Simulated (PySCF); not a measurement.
**C8H10BF (SMILES CB(C)c1ccc(F)cc1): density, localisation and related maps**

Input file:

```
{"job": {"kind": "nmr", "xc": "PBE0", "basis": "pcSseg-1"}, "charge": 0, "multiplicity": 1}
C     -2.361228     1.069125    -0.292989
B     -1.417784    -0.165910    -0.023177
C     -2.011770    -1.582224     0.338331
C      0.139765     0.017735    -0.110095
C      1.023974    -1.051958     0.129863
C      2.404441    -0.905996     0.047708
C      2.921817     0.341868    -0.282531
F      4.239749     0.494798    -0.372257
C      2.096013     1.434542    -0.522865
C      0.719328     1.259539    -0.434750
H     -3.432147     0.821594    -0.289506
H     -2.192626     1.837738     0.483511
H     -2.123911     1.563936    -1.250384
H     -1.599323    -1.956030     1.291739
H     -3.108419    -1.602226     0.408544
H     -1.708111    -2.323944    -0.422315
H      0.621360    -2.034539     0.388091
H      3.088241    -1.736505     0.232699
H      2.543764     2.397521    -0.775306
H      0.073904     2.120283    -0.626792
```

Run with:

```sh
OMP_NUM_THREADS=1 python probes_run.py task.json out
```

Geometry: PBE0-D3(BJ)/def2-SVP.

The calculation used PBE0/pcSseg-1, SCF density, gas phase, non-relativistic in PySCF.

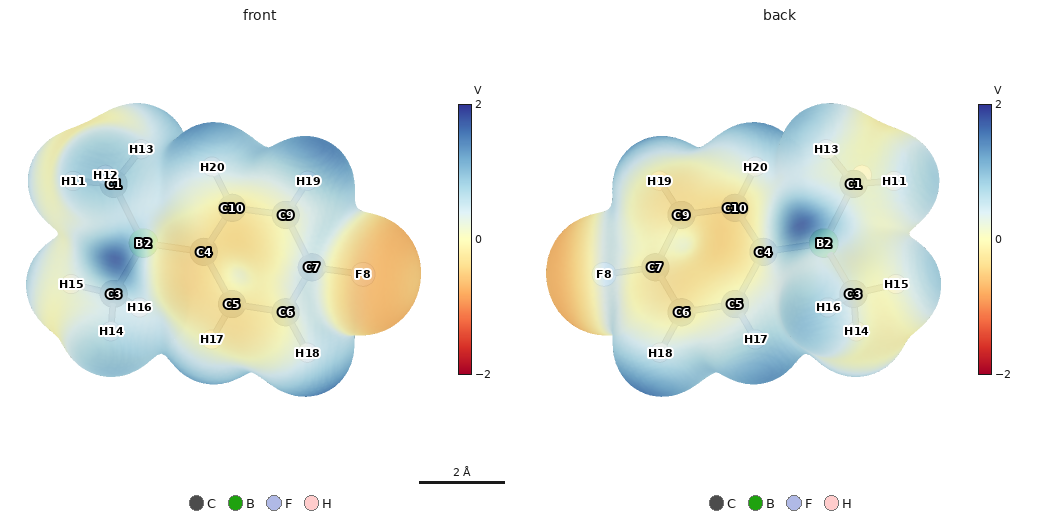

Figure 1. The electrostatic potential painted on the density surface at 0.004 e/bohr³, seen from the front and from behind; the colour scale runs from red (negative) to blue (positive).

Which sites attract a positive test charge, and which a negative one?

A positive charge is drawn to the negative regions and a negative charge to the positive ones. The most negative region (about −0.7 V, or −16 kcal/mol for a unit charge) lies over F8, the most positive (about +1.6 V, or +37 kcal/mol for a unit charge) over B2.

What dipole moment does the calculation give?

Its dipole moment is 0.78 D.

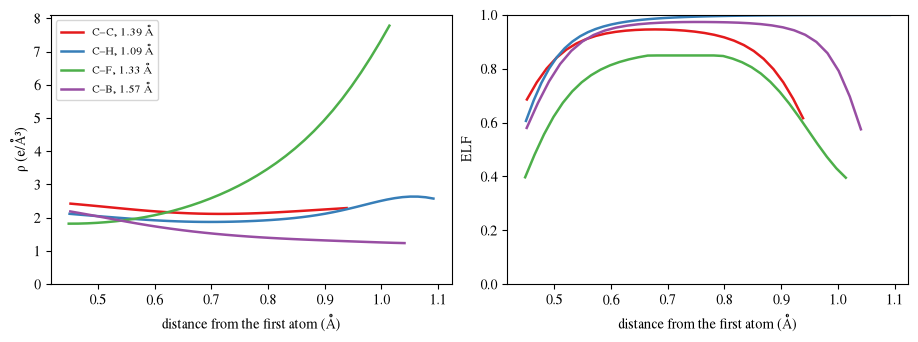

Figure 2. Electron density and ELF along straight lines between neighbouring atoms. The curves leave out the atomic cores.

Compare the contacts.

C–C (1.39 Å): the density is about 2.1 e/Å³ at the midpoint; the ELF peaks at about 0.95 between the atoms; localised, covalent bonding.
C–H (1.09 Å): ρ is about 2 e/Å³ halfway; the ELF climbs to about 1 towards the hydrogen, as it does in any bond to H (an ordinary covalent bond to hydrogen).
C–F (1.33 Å): ρ at the midpoint is about 2.4 e/Å³; the ELF peaks at about 0.85 between the atoms, as expected for a shared but strongly polarised pair.
C–B (1.57 Å): ρ is about 1.4 e/Å³ halfway; the ELF peaks at about 1 between the atoms, as expected for localised, covalent bonding.
